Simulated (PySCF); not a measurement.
Molecule: SMILES Br[SiH2]F. Atoms near the plane z = 0.0 Å, at the PBE/def2-SVP optimised geometry (x, y, z in Å): F1 (1.2, -0.7, 0.0), Si2 (-0.4, -0.7, 0.0), Br3 (-1.2, 1.4, 0.0).

Computed with PySCF 2.14.0 with PBE/def2-TZVP. Cells within 0.4 Å of a nucleus heavier than hydrogen are left out (blank, or x). The values are rescaled to run from 0 to 1.

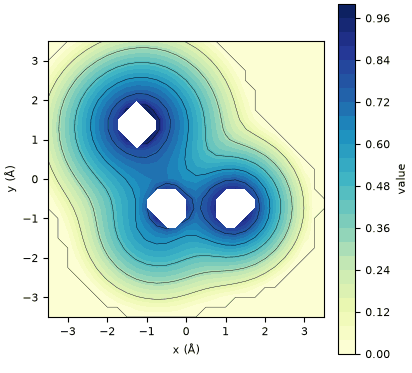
Figure. a field on the plane z = 0.0 Å.

Task: Which quantity is mapped?
(A) log10 of the electron density
(B) electron localisation function
(C) an orbital amplitude
(D) electrostatic potential

Result: A, log10 of the electron density. In full: log10 of the electron density (e/bohr³), floored at −4.
